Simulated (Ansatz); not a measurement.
## Electron scattering at the Σ3 (112) boundary in fcc Rh

How much does the Σ3 (112) boundary in fcc Rh reflect electrons?

Calculated with Ansatz 0.2.0; Ansatz plane-wave DFT, PBEsol, PAW files; relaxation of a bicrystal slab with its lowest layers held; PAW set soft_1, in the first sound run; inputs show where later runs differ.

**1. The starting structure**

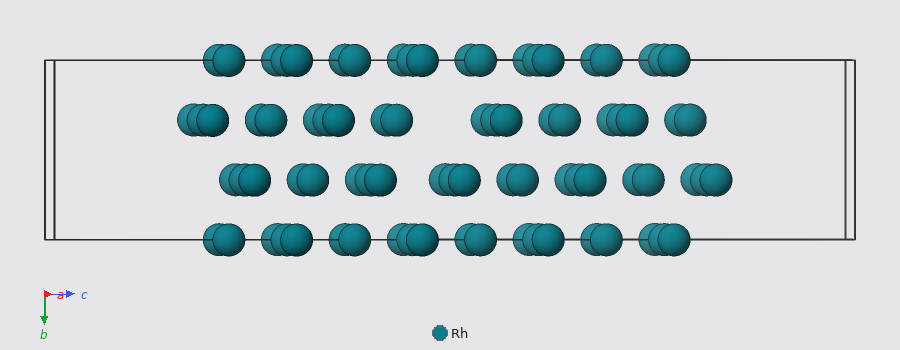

Start, viewed from the side, with the c axis across the page; rhodium blue. 2×1×1 cells are drawn. Some periodic images of atoms are drawn too.

The cell holds 24 atoms: 24 Rh. Cell: a = 2.689 Å, b = 6.587 Å, c = 29.631 Å, α = 90.0°, β = 90.0°, γ = 90.0°. It derives from Rh. built on the (1 1 2) plane; 2 overlapping atoms removed and the grains opened by 0 Å. Vacuum lies along c.

**2. Relaxing the bicrystal**

The boundary is built by mirroring the lower grain in the boundary plane and removing any atoms that overlap. A thin bicrystal slab is relaxed first, with the lowest layers held and the upper grain free to shift and open.

input.yaml

```yaml
crystal:
  lattice:
    - [2.6891977995, 0.0, 0.0]
    - [0.0, 6.5871624263, 0.0]
    - [0.0, 0.0, 29.6313088808]
  atoms:
    - { symbol: Rh, position: [0.9999999998, 0.3333333334, 0.1687404367] }
    - { symbol: Rh, position: [0.4999999998, 0.0, 0.19493923] }
    - { symbol: Rh, position: [0.9999999999, 0.6666666667, 0.2211380233] }
    - { symbol: Rh, position: [0.4999999999, 0.3333333334, 0.2473368166] }
    - { symbol: Rh, position: [0.9999999999, 0.0, 0.2735356099] }
    - { symbol: Rh, position: [0.4999999999, 0.6666666667, 0.2997344032] }
    - { symbol: Rh, position: [0.9999999999, 0.3333333334, 0.3259331965] }
    - { symbol: Rh, position: [0.4999999999, 0.0, 0.3521319898] }
    - { symbol: Rh, position: [1.0, 0.6666666667, 0.3783307831] }
    - { symbol: Rh, position: [0.5, 0.3333333333, 0.4045295764] }
    - { symbol: Rh, position: [0.0, 0.0, 0.4307283697] }
    - { symbol: Rh, position: [1.0, 0.6666666667, 0.4831259563] }
    - { symbol: Rh, position: [0.4999999999, 0.0, 0.5093247496] }
    - { symbol: Rh, position: [0.9999999999, 0.3333333334, 0.5355235429] }
    - { symbol: Rh, position: [0.4999999999, 0.6666666667, 0.5617223362] }
    - { symbol: Rh, position: [0.9999999999, 0.0, 0.5879211295] }
    - { symbol: Rh, position: [0.4999999999, 0.3333333334, 0.6141199229] }
    - { symbol: Rh, position: [0.9999999999, 0.6666666667, 0.6403187162] }
    - { symbol: Rh, position: [0.4999999998, 0.0, 0.6665175095] }
    - { symbol: Rh, position: [0.9999999998, 0.3333333334, 0.6927163028] }
    - { symbol: Rh, position: [0.4999999998, 0.6666666667, 0.7189150961] }
    - { symbol: Rh, position: [0.9999999998, 1.0e-10, 0.7451138894] }
    - { symbol: Rh, position: [0.4999999998, 0.3333333334, 0.7713126827] }
    - { symbol: Rh, position: [0.9999999997, 0.6666666667, 0.797511476] }
kpoints:
  mp_grid: { grid: [9, 4, 1] }
hamiltonian:
  xc: pbesol
  pseudopotentials: { kind: paw, azcp: { folder: soft_1 }, xc_functional: pbe }
scf:
  occupations: { method: fermi_dirac, width: 0.1 }
relax:
  f_tol: 0.03
  max_steps: 80
  constraints: [{ sites: [0, 1, 2, 3] }]
```

Command:

```console
$ ansatz run input.yaml --threads 4 --pin off --max-ram 15360MiB --backend cpu --events-out ev --progress --plain --runs-dir out
```

Numbers of over 12 decimals in the logs are rounded to 6 here.

Log:

```text
Engine: ansatz 0.2.0, x86_64-unknown-linux-gnu
Pseudopotentials: kind: paw
Pseudopotential: Rh, paw, valence charge 17, recommended cutoff 420 eV (normal), soft_1/Rh.paw.azcp
Functional definition: PBEsol
  exchange = pbesol_x
  correlation = pbesol_c
Crystal: 24 atoms, lattice volume = 524.894 Å³
Basis set: ecut = 420 eV, 10321 PW (Γ), exchange–correlation on 36×90×400 points (8 copies of the dense FFT grid, shifted against one another)
Bands: 245, of which v1, the nominal top of the filled ones, is band 204 counted from 1 (203 counted from 0)
Symmetry: 2 space group operations
Space group: Pm (ITA 6), of the structure as read, at distance tolerance 8.1e-5 Å
k-points: 15 of 36 (time reversal used)
Non-local potential: Rh, projectors of the file, l = 0: 3, l = 1: 2, l = 2: 2, l = 3: 1
PAW form: soft (Blöchl's): semilocal exchange-correlation on the pseudo side does not see the compensation charge
PAW frozen core: Rh, regenerated for the run's functional, and the local potential with it (the file was generated under x = pbe(κ = 0.804, μ = 0.219515), c = pbe(β = 0.066725))
PAW one-centre angular grid: Rh, 590 points (default); XC on 64 Gauss nodes
Initial density: superposition of atomic densities (neutral atoms: chi_scale 0, normalization atom)
Initial wavefunctions: pseudopotential atomic-orbital guess
Functional: x = pbesol(κ = 0.804, μ = 0.123457), c = pbesol(β = 0.046)
SCF iter   1: F=—  HF=-152136.060601 eV  |F-HF|=—  |Δ(HF+E_count)|=         —  Δρ=9.16e-2  dr2=5.54e1  ethr=3.10e-3  ⟨swp⟩=6.3  Hψ=12827  notcnv=0  defer=69
preconditioner: auto → LDOS  [metal: Δε(μ)=0.005 eV  Ē_g=5.732 eV  σ=0.100 eV  W_gap=0.01  n_scr=154 (ndim 8)  ℏωp=23.8 eV  f_vac=0.307  D(μ)=33.79/eV (n_scr^D=372)  β→1.0]
SCF iter   2: F=—  HF=-152143.789464 eV  |F-HF|=—  |Δ(HF+E_count)|=    7.73e0  Δρ=1.16e-1  dr2=6.97e1  ethr=3.10e-3  ⟨swp⟩=3.3  Hψ=9839  notcnv=0  defer=138
SCF iter   3: F=—  HF=-152123.089862 eV  |F-HF|=—  |Δ(HF+E_count)|=    2.07e1  Δρ=2.19e-2  dr2=2.10e0  ethr=3.10e-3  ⟨swp⟩=2.2  Hψ=7736  notcnv=0  defer=180
SCF iter   4: F=—  HF=-152122.404017 eV  |F-HF|=—  |Δ(HF+E_count)|=   6.86e-1  Δρ=3.50e-3  dr2=1.44e-1  ethr=5.14e-4  ⟨swp⟩=3.5  Hψ=9093  notcnv=0  defer=163
SCF iter   5: F=—  HF=-152122.383717 eV  |F-HF|=—  |Δ(HF+E_count)|=   2.03e-2  Δρ=1.20e-3  dr2=2.18e-2  ethr=3.54e-5  ⟨swp⟩=2.0  Hψ=5325  notcnv=0  defer=163
SCF iter   6: F=—  HF=-152122.381642 eV  |F-HF|=—  |Δ(HF+E_count)|=   2.07e-3  Δρ=4.22e-4  dr2=3.45e-3  ethr=5.34e-6  ⟨swp⟩=2.0  Hψ=5400  notcnv=0  defer=163
SCF iter   7: F=—  HF=-152122.381444 eV  |F-HF|=—  |Δ(HF+E_count)|=   1.99e-4  Δρ=2.55e-4  dr2=4.71e-4  ethr=8.46e-7  ⟨swp⟩=2.1  Hψ=5365  notcnv=0  defer=163
SCF iter   8: F=—  HF=-152122.381353 eV  |F-HF|=—  |Δ(HF+E_count)|=   9.04e-5  Δρ=8.75e-5  dr2=7.81e-5  ethr=1.15e-7  ⟨swp⟩=3.1  Hψ=7731  notcnv=0  defer=163
SCF iter   9: F=-152122.381351 eV  HF=-152122.381363 eV  |F-HF|=1.17e-5  |Δ(HF+E_count)|=   9.23e-6  Δρ=3.70e-5  dr2=1.61e-5  ethr=5.51e-9  ⟨swp⟩=4.7  Hψ=11914  notcnv=0
SCF 1 converged in 9 iterations: F = -152122.381351 eV  dr2 = 1.61e-5
  greatest PAW one-centre occupation: 0.999 electrons in one spin orbital (limit 2), on the Rh atom at site 14 (counted from 0), in its partial waves of l = 0
relax step   1: F+E_penalty+E_count = -152122.38135084 eV  Δ(F+E_penalty+E_count) = +0.000e0 eV  max|allowed force component| = 1.130e0 eV/Å  Δτ_max = 0.0000 Å  (9 SCF iters, dr2 threshold 2.25e-5 eV, accepted)
Initial density: handed on by an earlier stage of this run
Initial wavefunctions: those handed on with the density
SCF iter   1: F=—  HF=-152122.929969 eV  |F-HF|=—  |Δ(HF+E_count)|=         —  Δρ=1.74e-2  dr2=1.63e1  ethr=3.10e-3  ⟨swp⟩=4.3  Hψ=8046  notcnv=0  defer=130
preconditioner: auto → LDOS  [metal: Δε(μ)=0.008 eV  Ē_g=5.550 eV  σ=0.100 eV  W_gap=0.02  n_scr=154 (ndim 8)  ℏωp=23.8 eV  f_vac=0.313  D(μ)=37.61/eV (n_scr^D=424)  β→1.0]
SCF iter   2: F=—  HF=-152122.786071 eV  |F-HF|=—  |Δ(HF+E_count)|=   1.44e-1  Δρ=6.09e-3  dr2=3.71e-1  ethr=3.10e-3  ⟨swp⟩=1.8  Hψ=4285  notcnv=0  defer=138
SCF iter   3: F=—  HF=-152122.752231 eV  |F-HF|=—  |Δ(HF+E_count)|=   3.38e-2  Δρ=2.70e-3  dr2=5.76e-2  ethr=9.09e-5  ⟨swp⟩=2.2  Hψ=6581  notcnv=0  defer=138
SCF iter   4: F=—  HF=-152122.740838 eV  |F-HF|=—  |Δ(HF+E_count)|=   1.14e-2  Δρ=6.99e-4  dr2=8.06e-3  ethr=1.41e-5  ⟨swp⟩=2.5  Hψ=6584  notcnv=0  defer=138
SCF iter   5: F=—  HF=-152122.740327 eV  |F-HF|=—  |Δ(HF+E_count)|=   5.11e-4  Δρ=3.06e-4  dr2=1.54e-3  ethr=1.97e-6  ⟨swp⟩=2.9  Hψ=5960  notcnv=0  defer=138
SCF iter   6: F=—  HF=-152122.740313 eV  |F-HF|=—  |Δ(HF+E_count)|=   1.47e-5  Δρ=1.18e-4  dr2=1.50e-4  ethr=3.78e-7  ⟨swp⟩=2.0  Hψ=4684  notcnv=0  defer=138
SCF iter   7: F=-152122.740309 eV  HF=-152122.740320 eV  |F-HF|=1.06e-5  |Δ(HF+E_count)|=   7.20e-6  Δρ=3.18e-5  dr2=1.56e-5  ethr=1.96e-8  ⟨swp⟩=2.9  Hψ=12915  notcnv=0
SCF 2 converged in 7 iterations: F = -152122.740309 eV  dr2 = 1.56e-5
  greatest PAW one-centre occupation: 0.999 electrons in one spin orbital (limit 2), on the Rh atom at site 20 (counted from 0), in its partial waves of l = 0
relax step   2: F+E_penalty+E_count = -152122.74030937 eV  Δ(F+E_penalty+E_count) = -3.590e-1 eV  max|allowed force component| = 4.187e-1 eV/Å  Δτ_max = 0.1975 Å  (7 SCF iters, dr2 threshold 7.98e-5 eV, accepted)
SCF iter   1: F=—  HF=-152123.419217 eV  |F-HF|=—  |Δ(HF+E_count)|=         —  Δρ=2.06e-2  dr2=1.89e1  ethr=3.10e-3  ⟨swp⟩=5.8  Hψ=9045  notcnv=0  defer=114
preconditioner: auto → LDOS  [metal: Δε(μ)=0.005 eV  Ē_g=5.578 eV  σ=0.100 eV  W_gap=0.01  n_scr=154 (ndim 8)  ℏωp=23.8 eV  f_vac=0.318  D(μ)=36.79/eV (n_scr^D=404)  β→1.0]
SCF iter   2: F=—  HF=-152123.180714 eV  |F-HF|=—  |Δ(HF+E_count)|=   2.39e-1  Δρ=7.58e-3  dr2=3.95e-1  ethr=3.10e-3  ⟨swp⟩=2.0  Hψ=4421  notcnv=0  defer=137
SCF iter   3: F=—  HF=-152123.119972 eV  |F-HF|=—  |Δ(HF+E_count)|=   6.07e-2  Δρ=4.82e-3  dr2=2.33e-1  ethr=9.69e-5  ⟨swp⟩=2.6  Hψ=7701  notcnv=0  defer=138
SCF iter   4: F=—  HF=-152123.085412 eV  |F-HF|=—  |Δ(HF+E_count)|=   3.46e-2  Δρ=8.89e-4  dr2=6.22e-3  ethr=5.72e-5  ⟨swp⟩=2.0  Hψ=6659  notcnv=0  defer=138
SCF iter   5: F=—  HF=-152123.082467 eV  |F-HF|=—  |Δ(HF+E_count)|=   2.94e-3  Δρ=2.45e-4  dr2=1.22e-3  ethr=1.52e-6  ⟨swp⟩=3.0  Hψ=6939  notcnv=0  defer=138
SCF iter   6: F=—  HF=-152123.082482 eV  |F-HF|=—  |Δ(HF+E_count)|=   1.50e-5  Δρ=1.20e-4  dr2=1.76e-4  ethr=2.99e-7  ⟨swp⟩=1.9  Hψ=4099  notcnv=0  defer=138
SCF iter   7: F=-152123.082497 eV  HF=-152123.082504 eV  |F-HF|=7.16e-6  |Δ(HF+E_count)|=   2.17e-5  Δρ=3.06e-5  dr2=1.07e-5  ethr=2.68e-9  ⟨swp⟩=4.0  Hψ=14804  notcnv=0
SCF 3 converged in 7 iterations: F = -152123.082497 eV  dr2 = 1.07e-5
relax step   3: F+E_penalty+E_count = -152123.08249673 eV  Δ(F+E_penalty+E_count) = -3.422e-1 eV  max|allowed force component| = 3.690e-1 eV/Å  Δτ_max = 0.1945 Å  (7 SCF iters, dr2 threshold 1.10e-5 eV, accepted)
[... from here on, the SCF cycles and remarks between the steps are left out ...]
relax step   4: F+E_penalty+E_count = -152123.38220465 eV  Δ(F+E_penalty+E_count) = -2.997e-1 eV  max|allowed force component| = 2.381e-1 eV/Å  Δτ_max = 0.1949 Å  (7 SCF iters, dr2 threshold 1.87e-5 eV, accepted)
relax step   5: F+E_penalty+E_count = -152123.58702846 eV  Δ(F+E_penalty+E_count) = -2.048e-1 eV  max|allowed force component| = 1.607e-1 eV/Å  Δτ_max = 0.1944 Å  (7 SCF iters, dr2 threshold 2.36e-5 eV, accepted)
relax step   6: F+E_penalty+E_count = -152123.71296756 eV  Δ(F+E_penalty+E_count) = -1.259e-1 eV  max|allowed force component| = 9.177e-2 eV/Å  Δτ_max = 0.2000 Å  (8 SCF iters, dr2 threshold 1.08e-5 eV, accepted)
relax step   7: F+E_penalty+E_count = -152123.80033144 eV  Δ(F+E_penalty+E_count) = -8.736e-2 eV  max|allowed force component| = 1.139e-1 eV/Å  Δτ_max = 0.1940 Å  (8 SCF iters, dr2 threshold 2.75e-6 eV, accepted)
relax step   8: F+E_penalty+E_count = -152123.86307368 eV  Δ(F+E_penalty+E_count) = -6.274e-2 eV  max|allowed force component| = 1.593e-1 eV/Å  Δτ_max = 0.1977 Å  (8 SCF iters, dr2 threshold 4.23e-6 eV, accepted)
relax step   9: F+E_penalty+E_count = -152123.91810706 eV  Δ(F+E_penalty+E_count) = -5.503e-2 eV  max|allowed force component| = 2.058e-1 eV/Å  Δτ_max = 0.1952 Å  (7 SCF iters, dr2 threshold 2.54e-5 eV, accepted)
relax step  10: F+E_penalty+E_count = -152123.95146250 eV  Δ(F+E_penalty+E_count) = -3.336e-2 eV  max|allowed force component| = 9.298e-2 eV/Å  Δτ_max = 0.1924 Å  (7 SCF iters, dr2 threshold 4.24e-5 eV, accepted)
relax step  11: F+E_penalty+E_count = -152123.95728283 eV  Δ(F+E_penalty+E_count) = -5.820e-3 eV  max|allowed force component| = 5.212e-2 eV/Å  Δτ_max = 0.1091 Å  (7 SCF iters, dr2 threshold 1.76e-6 eV, accepted)
SCF iter   1: F=—  HF=-152123.960037 eV  |F-HF|=—  |Δ(HF+E_count)|=         —  Δρ=8.64e-4  dr2=6.41e-3  ethr=6.71e-6  ⟨swp⟩=2.7  Hψ=6544  notcnv=0  defer=147
preconditioner: auto → LDOS  [metal: Δε(μ)=0.002 eV  Ē_g=5.758 eV  σ=0.100 eV  W_gap=0.00  n_scr=154 (ndim 8)  ℏωp=23.8 eV  f_vac=0.337  D(μ)=34.81/eV (n_scr^D=396)  β→1.0]
SCF iter   2: F=—  HF=-152123.959532 eV  |F-HF|=—  |Δ(HF+E_count)|=   5.05e-4  Δρ=3.42e-4  dr2=9.20e-4  ethr=1.57e-6  ⟨swp⟩=2.0  Hψ=5873  notcnv=0  defer=147
SCF iter   3: F=—  HF=-152123.959373 eV  |F-HF|=—  |Δ(HF+E_count)|=   1.59e-4  Δρ=1.67e-4  dr2=1.71e-4  ethr=2.26e-7  ⟨swp⟩=2.7  Hψ=6967  notcnv=0  defer=147
SCF iter   4: F=—  HF=-152123.959339 eV  |F-HF|=—  |Δ(HF+E_count)|=   3.41e-5  Δρ=3.59e-5  dr2=7.68e-6  ethr=4.19e-8  ⟨swp⟩=2.7  Hψ=6480  notcnv=0  defer=147
SCF iter   5: F=—  HF=-152123.957922 eV  |F-HF|=—  |Δ(HF+E_count)|=   1.42e-3  Δρ=8.91e-6  dr2=8.19e-7  ethr=1.88e-9  ⟨swp⟩=2.5  Hψ=6896  notcnv=0  defer=147
SCF iter   6: F=—  HF=-152123.957922 eV  |F-HF|=—  |Δ(HF+E_count)|=   2.30e-7  Δρ=4.24e-6  dr2=2.00e-7  ethr=2.45e-11  ⟨swp⟩=5.0  Hψ=13380  notcnv=0
SCF iter   7: F=-152123.957922 eV  HF=-152123.957922 eV  |F-HF|=1.53e-8  |Δ(HF+E_count)|=   2.86e-8  Δρ=1.43e-6  dr2=2.27e-8  ethr=2.45e-11  ⟨swp⟩=4.0  Hψ=10345  notcnv=0
SCF 12 converged in 7 iterations: F = -152123.957922 eV  dr2 = 2.27e-8
relax step  12: F+E_penalty+E_count = -152123.95792241 eV  Δ(F+E_penalty+E_count) = -6.396e-4 eV  max|allowed force component| = 1.657e-2 eV/Å  Δτ_max = 0.0117 Å  (7 SCF iters, accepted)
SCF converged after 7 iterations
Free energy (F): -152123.957922 eV
Harris-Foulkes:  -152123.957922 eV  (|F-HF|=1.53e-8)
Internal energy: -152122.794581 eV  (E = F + TS)
E sigma→0 (E₀):  -152123.376252 eV
Entropy (-TS):   -1.163342 eV (-48.473 meV/atom)
Fermi energy:    12.141970 eV
--- Per-component energies (eV) ---
  E_band       = -6174.641345
  E_kinetic    = 12888.168422
  E_local      = -608744.251769  (includes V_loc(G=0)·N_el)
  E_nonlocal   = 7214.671307
  E_hartree    = 297738.254589
  E_xc         = -4807.048505
  E_vxc        = -6053.064360  (∫ρ·V_xc dr)
  E_paw        = -84968.186602  (= ΣΔE_a)
  E_vpaw       = -6956.703039  (= ΣTr[D̂ρ^β])
  E_aug_tail   = 0.001562  (compensation charges beyond the density's cutoff)
  E_ewald      = 228548.967603
  E_core_change = 6.628812  (= ΣΔE_core)
  E_smearing   = -1.163342  (= −TS)
  E_closure    = 0.000000  (closes the sum)
  Σ components = -152123.957922   (vs F -152123.957922, Δ=0.00e0)
--- Forces (eV/Å), atoms counted from 1 ---
  atom   1  Rh     0.00000000    -0.31581913     1.02379657
  atom   2  Rh     0.00000000     0.28487342     0.14478668
  atom   3  Rh    -0.00000000     0.01391613    -0.36037731
  atom   4  Rh    -0.00000000     0.00399134    -0.80862024
  atom   5  Rh    -0.00000000     0.00271185     0.00094869
  atom   6  Rh    -0.00000000     0.00006391    -0.00172236
  atom   7  Rh    -0.00000000     0.00188308    -0.00089566
  atom   8  Rh    -0.00000000     0.00622621     0.00799977
  atom   9  Rh     0.00000000     0.00061480     0.00171016
  atom  10  Rh     0.00000000    -0.00350819     0.00421571
  atom  11  Rh     0.00000000     0.00840472     0.00436673
  atom  12  Rh     0.00000000    -0.00386838     0.00008383
  atom  13  Rh     0.00000000    -0.00475034    -0.00023256
  atom  14  Rh     0.00000000    -0.00493606    -0.00533281
  atom  15  Rh    -0.00000000     0.00487382    -0.01651467
  atom  16  Rh     0.00000000     0.00622282     0.00038560
  atom  17  Rh     0.00000000    -0.00283473     0.00197082
  atom  18  Rh    -0.00000000    -0.00221169     0.00093923
  atom  19  Rh    -0.00000000     0.00719791     0.00440687
  atom  20  Rh     0.00000000    -0.00226742    -0.00619644
  atom  21  Rh    -0.00000000    -0.00020833     0.00300977
  atom  22  Rh    -0.00000000    -0.00924358     0.00151973
  atom  23  Rh    -0.00000000     0.00573409    -0.01657255
  atom  24  Rh     0.00000000     0.00296356     0.01634299
  max |Σ_I F_I| component: 2.98e-5 eV/Å
--- Relaxed structure (12 steps of the walk, 12 accepted, 0 SCFs on fresh bases) ---
  F+E_penalty+E_count = -152123.95792241 eV   max|allowed force component| = 1.657e-2 eV/Å
  atoms:
    - { symbol: Rh, position: [1.0, 0.333333, 0.168740] }
    - { symbol: Rh, position: [0.5, 0.0, 0.194939] }
    - { symbol: Rh, position: [1.0, 0.6666666667, 0.221138] }
    - { symbol: Rh, position: [0.5, 0.333333, 0.247337] }
    - { symbol: Rh, position: [1.0, -0.00345303, 0.271624] }
    - { symbol: Rh, position: [0.5, 0.665755, 0.298847] }
    - { symbol: Rh, position: [1.0, 0.334570, 0.323195] }
    - { symbol: Rh, position: [0.5, -0.000381146, 0.349388] }
    - { symbol: Rh, position: [1.0, 0.670046, 0.377320] }
    - { symbol: Rh, position: [0.5, 0.330951, 0.400304] }
    - { symbol: Rh, position: [-6.034547149122577e-18, 0.00930126, 0.425795] }
    - { symbol: Rh, position: [1.0, 0.518933, 0.461708] }
    - { symbol: Rh, position: [0.5, -0.161858, 0.489464] }
    - { symbol: Rh, position: [1.0, 0.177231, 0.509493] }
    - { symbol: Rh, position: [0.5, 0.505272, 0.537806] }
    - { symbol: Rh, position: [1.0, -0.159385, 0.566062] }
    - { symbol: Rh, position: [0.5, 0.173388, 0.588768] }
    - { symbol: Rh, position: [1.0, 0.505453, 0.616262] }
    - { symbol: Rh, position: [0.5, -0.162968, 0.643168] }
    - { symbol: Rh, position: [1.0, 0.169048, 0.665995] }
    - { symbol: Rh, position: [0.5, 0.505142, 0.692868] }
    - { symbol: Rh, position: [1.0, -0.161636, 0.721810] }
    - { symbol: Rh, position: [0.5, 0.169310, 0.742564] }
    - { symbol: Rh, position: [1.0, 0.491748, 0.767014] }
```

Wall time 8 min (4 threads of Intel Xeon Platinum 8259CL at 2.50GHz (Skylake/Cascade Lake), shared host); peak memory 3.2 GiB.

Step by step:

```
step  energy less that of the first step (eV)  largest force component (eV/Å)
   1                                   0.0000                          1.1300
   2                                  -0.3590                          0.4187
   3                                  -0.7011                          0.3690
   4                                  -1.0009                          0.2381
   5                                  -1.2057                          0.1607
   6                                  -1.3316                          0.0918
   7                                  -1.4190                          0.1139
   8                                  -1.4817                          0.1593
   9                                  -1.5368                          0.2058
  10                                  -1.5701                          0.0930
  11                                  -1.5759                          0.0521
  12                                  -1.5766                          0.0166
```

Forces are held to the 2 operations that the run works with; a distortion that breaks them can't arise in this run.

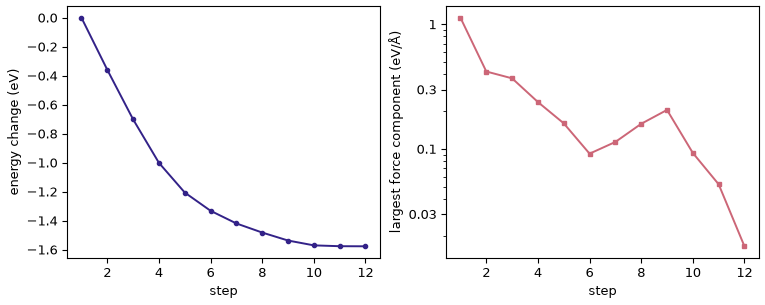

Energy and largest force along the relaxation.

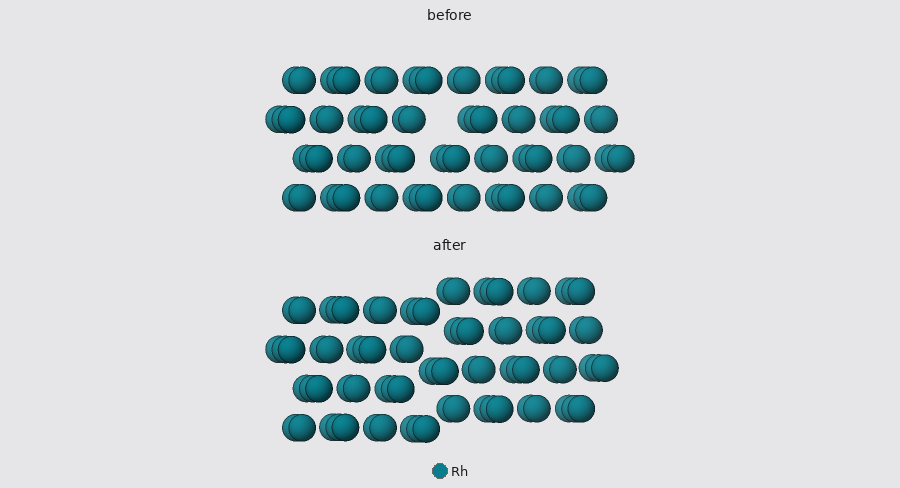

Before and after, at one scale.

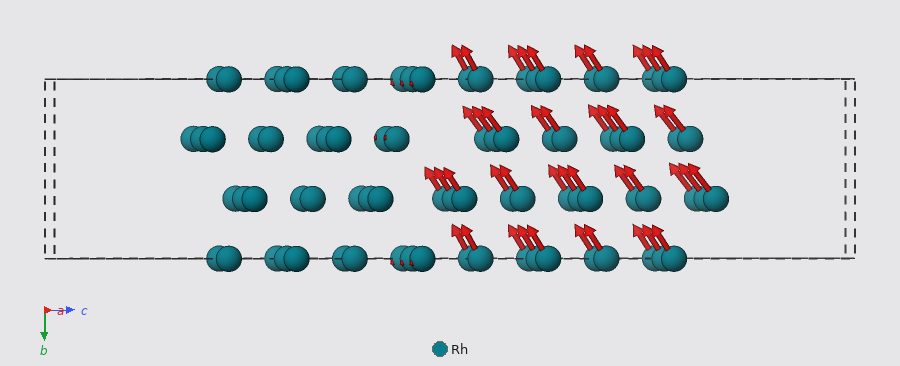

Displacements in the relaxation, scaled; the longest in the cell stands for 1.46 Å. 2×1×1 cells are drawn. Some periodic images of atoms are drawn too.

The atoms that moved most (Å):

```
atom     dx      dy      dz  length
Rh24  0.000  -1.152  -0.904   1.464
Rh23  0.000  -1.080  -0.852   1.376
Rh20  0.000  -1.082  -0.792   1.341
Rh21  0.000  -1.064  -0.772   1.314
Rh17  0.000  -1.054  -0.751   1.294
Rh14  0.000  -1.028  -0.771   1.285
Rh18  0.000  -1.062  -0.713   1.279
Rh15  0.000  -1.063  -0.709   1.278
```

This step gave:

* free energy: -152123.9579 eV
* energy at zero smearing: -152123.3763 eV
* Fermi energy: 12.14 eV

The largest force component on a free atom ends at 0.017 eV/Å, under the tolerance of 0.03, after 12 steps.

(Continued in part 2 of 3.)

[Logs are printed without paths, hosts, clocks, repeated set-up lines and the standing remarks that a program may print on its own settings, such as how far it seeks lower states.]

[Hosts, paths, dates, database ids (printed as entryN), source tags and the programs' standing remarks are cut or masked in the printed files.]
